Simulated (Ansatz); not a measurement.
## Molecular dynamics, with input and output: AlSiNH$_{5}$Cl (part 3 of 3)

Continued. System: AlSiNH$_{5}$Cl. Method: RKS r2SCANh-D4/def2-SVP (Ansatz 0.2.0). It belongs to a series of runs on one base structure; here: dynamics from the highest image of the converged band.

Geometry of the input (Å):
```
Al -0.7385  1.9867  -0.2839
N  0.1749  0.3538  0.3768
Si 0.0391  -1.2619  -0.2764
Cl 1.9023  -2.1596  -0.3861
H  0.6583  1.1276  -0.7304
H  -1.2469  2.7629  1.0326
H  0.6296  0.3871  1.2988
H  -0.8036  -2.1208  0.5902
H  -0.5268  -1.1220  -1.6388
```

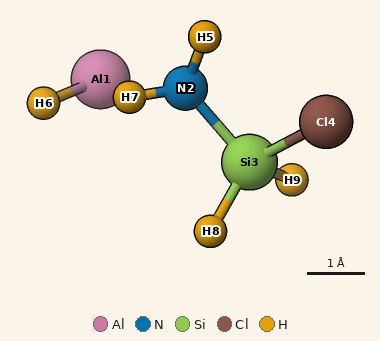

**Figure 1.** The geometry at step 105 of the log (ball-and-stick view, seen at a tilt; atoms are numbered from 1 in the order of the input).

```
Total energy: -28555.62113127 eV, -1049.3997208791 hartree
Atom 0 at    -1.229060     2.373998    -0.297125 Å, force    -0.036183    -0.006145     0.499396 eV/Å
Atom 1 at     0.472214     0.426841     0.446702 Å, force     0.394281     0.592457    -4.854069 eV/Å
Atom 2 at     0.344116    -1.145040    -0.331276 Å, force    -0.767210    -1.019009     0.819589 eV/Å
Atom 3 at     1.889078    -2.593845    -0.378139 Å, force    -0.165837     0.866979    -0.054427 eV/Å
Atom 4 at     0.900130     0.982443    -0.396016 Å, force    -0.273578    -0.341381     2.699007 eV/Å
Atom 5 at    -1.321123     2.853865     1.343350 Å, force     0.092501    -0.215944    -0.432183 eV/Å
Atom 6 at     0.827163     0.566795     1.362212 Å, force     0.785860     0.387925     0.916323 eV/Å
Atom 7 at    -0.590629    -1.757114     0.632164 Å, force    -0.319692    -0.441527    -0.260506 eV/Å
Atom 8 at    -0.135496    -0.977141    -1.758129 Å, force     0.289858     0.176644     0.666870 eV/Å
Dipole moment:     0.244507     0.004329     0.111283 e Å
```

Trajectory as extended XYZ (Å, eV, eV/Å), 22 of the 201 frames kept, from step=0 to step=200:
```
9
Properties=species:S:1:pos:R:3:forces:R:3 step=0 time_fs=0.0 energy=-28555.17994 temperature=300.0
Al   -0.7385    1.9867   -0.2839   -0.0017  -0.0013  -0.0006
N     0.1749    0.3538    0.3768    0.0027   0.0070   0.0028
Si    0.0391   -1.2619   -0.2764    0.0004  -0.0026  -0.0009
Cl    1.9023   -2.1596   -0.3861   -0.0006  -0.0002   0.0010
H     0.6583    1.1276   -0.7304   -0.0005   0.0001  -0.0015
H    -1.2469    2.7629    1.0326   -0.0003   0.0002  -0.0002
H     0.6296    0.3871    1.2988    0.0008  -0.0038   0.0004
H    -0.8036   -2.1208    0.5902   -0.0005  -0.0001  -0.0004
H    -0.5268   -1.1220   -1.6388   -0.0003   0.0006  -0.0005
9
Properties=species:S:1:pos:R:3:forces:R:3 step=10 time_fs=5.0 energy=-28555.05499 temperature=162.4
Al   -0.7434    1.9821   -0.2818   -0.1714   0.3114   0.2484
N     0.1876    0.3860    0.3661    0.5799  -1.1384  -0.0796
Si    0.0349   -1.2695   -0.2750   -0.0214   0.2723   0.3671
Cl    1.9000   -2.1580   -0.3840    0.0165  -0.0570   0.2365
H     0.7103    1.2105   -0.6808   -0.0397  -0.3898  -0.0946
H    -1.2341    2.6928    1.0778   -0.0856   0.1119  -0.0377
H     0.7337    0.2934    1.2421   -0.3518   0.4150   0.0324
H    -0.9124   -2.1177    0.5370    0.4344   0.2685  -0.0605
H    -0.4315   -1.2130   -1.6448   -0.3609   0.2061  -0.6119
9
Properties=species:S:1:pos:R:3:forces:R:3 step=19 time_fs=9.5 energy=-28554.98331 temperature=83.4
Al   -0.7490    1.9803   -0.2781   -0.3171   0.5462   0.2036
N     0.2065    0.3999    0.3546    0.5931  -1.3089  -0.7433
Si    0.0311   -1.2742   -0.2726    0.0901   0.8468  -1.6397
Cl    1.8979   -2.1569   -0.3808    0.0095  -0.0943   0.3537
H     0.7468    1.2092   -0.6493   -0.2163  -0.6738   0.1971
H    -1.2382    2.6501    1.1111   -0.0727   0.0988  -0.0616
H     0.7690    0.2839    1.2048   -0.1196   0.4639   0.4638
H    -0.9379   -2.0724    0.4857    0.0216  -0.1445   0.4125
H    -0.4067   -1.2551   -1.7381    0.0114   0.2659   0.8139
9
Properties=species:S:1:pos:R:3:forces:R:3 step=29 time_fs=14.5 energy=-28555.38794 temperature=530.6
Al   -0.7586    1.9832   -0.2728   -1.2235   1.2205  -0.3577
N     0.2390    0.3958    0.3315    1.2072  -0.3782  -0.6008
Si    0.0276   -1.2735   -0.2814    0.2350   0.1607  -0.7431
Cl    1.8957   -2.1563   -0.3750   -0.0394  -0.1013   0.3394
H     0.7435    1.0399   -0.5492    0.0228  -1.3984   1.2157
H    -1.2562    2.6220    1.1383    0.0746  -0.0603   0.1306
H     0.7650    0.3741    1.2296   -0.2235   0.2594  -0.3319
H    -0.9508   -2.0441    0.5118    0.1656   0.0161   0.2929
H    -0.3886   -1.2422   -1.6992   -0.2187   0.2815   0.0549
9
Properties=species:S:1:pos:R:3:forces:R:3 step=38 time_fs=19.0 energy=-28555.66148 temperature=834.0
Al   -0.7759    1.9948   -0.2705   -1.2991   1.3152  -0.7919
N     0.2782    0.3794    0.3104   -2.6830  -2.1595   3.4496
Si    0.0261   -1.2716   -0.2944   -0.0388  -0.8646   0.9495
Cl    1.8935   -2.1563   -0.3679   -0.0966  -0.0843   0.1744
H     0.8344    0.7137   -0.3648    3.7729   1.8476  -3.4344
H    -1.2588    2.5847    1.1882    0.1890  -0.2615   0.2429
H     0.7244    0.5075    1.2138    0.1686  -0.2305   0.3899
H    -0.9303   -2.0170    0.5925    0.3961   0.2373  -0.1584
H    -0.4159   -1.1741   -1.6523   -0.4092   0.2003  -0.8217
9
Properties=species:S:1:pos:R:3:forces:R:3 step=48 time_fs=24.0 energy=-28555.55206 temperature=713.5
Al   -0.8057    2.0183   -0.2743   -0.6134   0.6626  -0.4971
N     0.3154    0.3450    0.3075    4.2367   1.5791  -1.8642
Si    0.0240   -1.2752   -0.3042   -0.2731  -0.2388  -0.4897
Cl    1.8904   -2.1570   -0.3589   -0.0255  -0.2436  -0.0861
H     1.2768    0.5233   -0.4000   -3.2665  -0.0460   2.4385
H    -1.2171    2.4865    1.2897    0.2825  -0.3156  -0.0551
H     0.6940    0.5960    1.2414   -0.3523  -0.8454  -0.2990
H    -0.8394   -1.9532    0.6605   -0.2595  -0.3324   0.0389
H    -0.5144   -1.0626   -1.7160    0.2712  -0.2200   0.8138
9
Properties=species:S:1:pos:R:3:forces:R:3 step=57 time_fs=28.5 energy=-28555.74622 temperature=930.2
Al   -0.8375    2.0447   -0.2814   -0.2890   0.3453  -0.0625
N     0.3949    0.3318    0.2848   -4.7664   0.1740   2.6366
Si    0.0200   -1.2808   -0.3145   -0.3422  -0.1284   0.4161
Cl    1.8875   -2.1590   -0.3513   -0.0139  -0.3152  -0.2704
H     1.2344    0.3788   -0.0872    5.8299   1.2525  -3.0273
H    -1.1250    2.3358    1.3727    0.2008  -0.2130  -0.2665
H     0.6091    0.5252    1.2567   -0.4934  -0.4896   0.6205
H    -0.7932   -1.9474    0.7177   -0.2469  -0.2215  -0.2072
H    -0.5657   -1.0001   -1.6565    0.1211  -0.4042   0.1607
9
Properties=species:S:1:pos:R:3:forces:R:3 step=67 time_fs=33.5 energy=-28555.72133 temperature=900.3
Al   -0.8751    2.0768   -0.2898    0.1393  -0.1040   0.3547
N     0.4663    0.3254    0.2775    3.5507   0.3873   0.4255
Si    0.0140   -1.2879   -0.3219    0.5977   0.2435   1.3790
Cl    1.8843   -2.1634   -0.3446    0.0628  -0.6235  -0.4144
H     1.6171    0.4115    0.0148   -4.1305  -0.0235   0.9519
H    -0.9822    2.1270    1.4088   -0.0920   0.1436  -0.2414
H     0.4212    0.3379    1.3260    0.2288   0.1802  -1.0756
H    -0.7920   -1.9849    0.7314   -0.0164   0.1245  -0.4281
H    -0.6113   -1.0146   -1.5838   -0.3404  -0.3281  -0.9516
9
Properties=species:S:1:pos:R:3:forces:R:3 step=76 time_fs=38.0 energy=-28555.65804 temperature=827.8
Al   -0.9081    2.1052   -0.2949    0.3245  -0.2613   0.4830
N     0.5595    0.3227    0.2787   -7.1174  -1.9239   0.1794
Si    0.0123   -1.2923   -0.3206    0.9026   1.0808  -0.9231
Cl    1.8816   -2.1709   -0.3409    0.0477  -0.7404  -0.4410
H     1.4699    0.4702    0.1968    5.5250   0.8053  -0.4383
H    -0.8708    1.9648    1.3933   -0.3957   0.4228  -0.0821
H     0.2824    0.2033    1.2490    0.4967   0.8906   0.4500
H    -0.8036   -2.0017    0.6709   -0.2550   0.0757   0.1817
H    -0.6946   -1.0987   -1.6573    0.4714  -0.3496   0.5904
9
Properties=species:S:1:pos:R:3:forces:R:3 step=86 time_fs=43.0 energy=-28555.33954 temperature=478.5
Al   -0.9420    2.1345   -0.2967    0.4154  -0.3639   0.3723
N     0.6064    0.2998    0.2784    1.8013   0.5494   0.6778
Si    0.0179   -1.2894   -0.3248    1.3498   0.4961  -0.3238
Cl    1.8791   -2.1842   -0.3396    0.1033  -0.9505  -0.4412
H     1.7359    0.5941    0.3863   -4.1202  -1.5317  -0.6497
H    -0.8344    1.8798    1.3600   -0.5010   0.5500   0.1408
H     0.2286    0.2414    1.2386    0.5263   0.8448  -0.1663
H    -0.8635   -1.9977    0.6340    0.0229   0.2726   0.1995
H    -0.6961   -1.2586   -1.6426    0.4023   0.1332   0.1905
9
Properties=species:S:1:pos:R:3:forces:R:3 step=95 time_fs=47.5 energy=-28555.54904 temperature=705.3
Al   -0.9695    2.1583   -0.2954    0.3267  -0.2695   0.1482
N     0.6486    0.2803    0.2846   -6.7918  -0.9806  -0.0145
Si    0.0329   -1.2826   -0.3304    1.4438   0.2292   1.6223
Cl    1.8774   -2.2015   -0.3410    0.1707  -0.9286  -0.3609
H     1.5407    0.4963    0.4377    5.3477   0.6758  -0.1381
H    -0.8993    1.9105    1.3549   -0.3236   0.3774   0.1869
H     0.2622    0.4321    1.2291   -0.3535   0.1081  -0.4052
H    -0.9152   -1.9411    0.6400    0.3494   0.3958  -0.0485
H    -0.6239   -1.3827   -1.6021   -0.1694   0.3924  -0.9901
9
Properties=species:S:1:pos:R:3:forces:R:3 step=105 time_fs=52.5 energy=-28555.56292 temperature=724.8
Al   -0.9974    2.1824   -0.2928    0.1681  -0.0979  -0.0453
N     0.6376    0.2556    0.2958    3.2747   1.5373   0.5448
Si    0.0598   -1.2734   -0.3266    0.2626   0.0590  -0.0298
Cl    1.8767   -2.2267   -0.3448    0.3102  -0.8805  -0.2102
H     1.7985    0.3716    0.3885   -4.2985  -0.4708  -0.6407
H    -1.0400    2.0259    1.3861    0.0342   0.0462  -0.0124
H     0.2401    0.6842    1.1528   -0.0125  -0.5032  -0.2689
H    -0.9112   -1.8061    0.6454   -0.1120  -0.1863   0.1345
H    -0.5506   -1.4320   -1.7100    0.3733   0.4963   0.5280
9
Properties=species:S:1:pos:R:3:forces:R:3 step=114 time_fs=57.0 energy=-28555.65852 temperature=823.3
Al   -1.0212    2.2034   -0.2907   -0.0747   0.1526  -0.1722
N     0.6458    0.2495    0.3095   -4.8553   0.6439  -0.1135
Si    0.0865   -1.2644   -0.3217   -0.5307   0.1560   0.0121
Cl    1.8778   -2.2545   -0.3495    0.3666  -0.7311  -0.0276
H     1.5855    0.2254    0.2483    4.3157   0.8354   0.0568
H    -1.1631    2.1423    1.4120    0.2805  -0.1915  -0.2506
H     0.2017    0.8167    1.0555    0.5300  -0.7435   0.0990
H    -0.9182   -1.7118    0.6677   -0.1249  -0.4297  -0.1228
H    -0.4277   -1.3805   -1.7391    0.0928   0.3080   0.5189
9
Properties=species:S:1:pos:R:3:forces:R:3 step=124 time_fs=62.0 energy=-28555.39937 temperature=543.9
Al   -1.0482    2.2280   -0.2899   -0.1332   0.1831  -0.3990
N     0.6198    0.2508    0.3185    3.9095   0.3709  -1.5925
Si    0.1122   -1.2535   -0.3146   -0.6621  -0.0957   1.2905
Cl    1.8814   -2.2902   -0.3549    0.3350  -0.6516   0.0950
H     1.7518    0.2302    0.1025   -3.8193   1.0530   1.1582
H    -1.2401    2.2315    1.3907    0.3250  -0.2510  -0.0990
H     0.2368    0.8593    1.0340    0.3658  -0.2829   0.8332
H    -0.9453   -1.6996    0.6590    0.1798  -0.3744  -0.4711
H    -0.2825   -1.2568   -1.6963   -0.5005   0.0486  -0.8153
9
Properties=species:S:1:pos:R:3:forces:R:3 step=133 time_fs=66.5 energy=-28555.87749 temperature=1065.7
Al   -1.0734    2.2514   -0.2922   -0.0092   0.0385  -0.5550
N     0.6234    0.2602    0.3107   -3.0701   1.7310   1.9359
Si    0.1304   -1.2444   -0.3014   -0.2847  -0.4083  -0.8676
Cl    1.8864   -2.3259   -0.3592    0.0728  -0.4559   0.1399
H     1.5490    0.4296    0.1342    3.1687   0.8892  -0.7378
H    -1.2450    2.2624    1.3533    0.2299  -0.1883   0.2598
H     0.3326    0.8193    1.1503    0.0974  -1.2459  -0.6289
H    -0.9437   -1.7650    0.5690   -0.0447  -0.2543  -0.0580
H    -0.2332   -1.1326   -1.7614   -0.1601  -0.1060   0.5117
9
Properties=species:S:1:pos:R:3:forces:R:3 step=143 time_fs=71.5 energy=-28555.87662 temperature=1069.8
Al   -1.1014    2.2776   -0.2990    0.1493  -0.1975  -0.1224
N     0.6090    0.2957    0.3177    2.7422   3.2925   0.2962
Si    0.1492   -1.2372   -0.2931    0.6197  -0.2696  -1.6140
Cl    1.8924   -2.3687   -0.3632   -0.1747  -0.3049   0.1262
H     1.6053    0.8074    0.0760   -3.3218  -2.1035   0.4105
H    -1.2002    2.2559    1.3614    0.0585  -0.0348   0.1251
H     0.4330    0.5678    1.2859   -0.1180  -0.2960   0.0269
H    -0.9456   -1.8887    0.4564    0.0819   0.1332   0.2524
H    -0.2183   -1.0193   -1.7426   -0.0371  -0.2194   0.4990
9
Properties=species:S:1:pos:R:3:forces:R:3 step=152 time_fs=76.0 energy=-28555.92531 temperature=1118.4
Al   -1.1256    2.2998   -0.3060    0.2052  -0.3167   0.4630
N     0.6111    0.3604    0.3345   -4.2999  -2.7517   3.2558
Si    0.1703   -1.2324   -0.2960    1.0372   0.3501  -0.2056
Cl    1.8969   -2.4089   -0.3660   -0.3371  -0.0318   0.1174
H     1.3553    0.8814    0.0334    2.7530   1.4296  -0.8837
H    -1.1473    2.2426    1.3916   -0.0946   0.1256  -0.2490
H     0.4910    0.3142    1.3932    0.6595   0.7881  -1.7741
H    -0.9294   -1.9751    0.4013    0.3744   0.4824   0.2780
H    -0.2201   -0.9565   -1.6489   -0.2977  -0.0756  -1.0017
9
Properties=species:S:1:pos:R:3:forces:R:3 step=162 time_fs=81.0 energy=-28555.70732 temperature=882.4
Al   -1.1508    2.3218   -0.3101    0.2690  -0.4254   0.6171
N     0.5702    0.4071    0.3811    0.9290   0.0961  -2.4823
Si    0.2015   -1.2238   -0.3035    0.7185   1.2550  -1.4544
Cl    1.8998   -2.4537   -0.3684   -0.3798   0.2644   0.0626
H     1.3488    1.0680   -0.1085   -2.1127  -2.5087   1.8886
H    -1.1103    2.2572    1.3754   -0.2201   0.2854  -0.2132
H     0.6934    0.1715    1.3537    0.6190   1.1352   0.8098
H    -0.8430   -1.9754    0.4088   -0.0422   0.2133   0.4736
H    -0.2689   -0.9149   -1.7010    0.2194  -0.3152   0.2982
9
Properties=species:S:1:pos:R:3:forces:R:3 step=171 time_fs=85.5 energy=-28555.89114 temperature=1081.9
Al   -1.1715    2.3385   -0.3095    0.2121  -0.4037   0.1522
N     0.5308    0.4338    0.4047   -1.0926  -3.5726   3.1121
Si    0.2349   -1.2077   -0.3191    0.1462   0.9852  -0.4773
Cl    1.9002   -2.4925   -0.3702   -0.3577   0.5141  -0.0149
H     1.2004    0.9710   -0.0310    2.2589   1.5337  -1.6921
H    -1.1189    2.3256    1.3240   -0.2058   0.3193   0.2706
H     0.9400    0.2686    1.4059   -1.2745   0.6870  -2.0459
H    -0.7621   -1.9244    0.5020   -0.0397   0.1572   0.1353
H    -0.2801   -0.9332   -1.7214    0.3531  -0.2202   0.5600
9
Properties=species:S:1:pos:R:3:forces:R:3 step=181 time_fs=90.5 energy=-28555.64858 temperature=817.6
Al   -1.1926    2.3535   -0.3074    0.1908  -0.3986   0.0774
N     0.4807    0.4253    0.4507    2.9738   1.4808  -4.0405
Si    0.2735   -1.1829   -0.3380    0.1036  -0.3153   2.3919
Cl    1.8983   -2.5324   -0.3723   -0.3253   0.7250  -0.0974
H     1.2607    0.9855   -0.1658   -2.5053  -1.4714   1.0550
H    -1.1730    2.4723    1.3208   -0.0983   0.2405   0.2532
H     1.0515    0.4992    1.2671   -0.1963  -0.5385   1.7179
H    -0.6774   -1.8331    0.6262    0.0648   0.0392  -0.4553
H    -0.2308   -0.9924   -1.6638   -0.2078   0.2383  -0.9022
9
Properties=species:S:1:pos:R:3:forces:R:3 step=190 time_fs=95.0 energy=-28555.74916 temperature=924.1
Al   -1.2103    2.3641   -0.3045    0.1085  -0.2408   0.5376
N     0.4667    0.4264    0.4544    1.7805   0.2161   0.2690
Si    0.3085   -1.1621   -0.3407   -0.4206  -0.7620   1.5054
Cl    1.8947   -2.5640   -0.3748   -0.2605   0.8383  -0.1105
H     1.0565    0.8813   -0.2278    0.4708   1.0202  -0.4335
H    -1.2429    2.6517    1.3620   -0.0075   0.0216  -0.3138
H     1.0358    0.5904    1.3547   -1.4776  -0.8292  -1.4396
H    -0.5977   -1.7489    0.6607   -0.3954  -0.4868  -0.2884
H    -0.2044   -1.0093   -1.7318    0.2016   0.2227   0.2737
9
Properties=species:S:1:pos:R:3:forces:R:3 step=200 time_fs=100.0 energy=-28555.62112 temperature=785.4
Al   -1.2291    2.3740   -0.2971   -0.0362  -0.0061   0.4994
N     0.4722    0.4268    0.4467    0.3943   0.5925  -4.8541
Si    0.3441   -1.1450   -0.3313   -0.7672  -1.0190   0.8196
Cl    1.8891   -2.5938   -0.3781   -0.1658   0.8670  -0.0544
H     0.9001    0.9824   -0.3960   -0.2736  -0.3414   2.6990
H    -1.3211    2.8539    1.3434    0.0925  -0.2159  -0.4322
H     0.8272    0.5668    1.3622    0.7859   0.3879   0.9163
H    -0.5906   -1.7571    0.6322   -0.3197  -0.4415  -0.2605
H    -0.1355   -0.9771   -1.7581    0.2899   0.1766   0.6669
```
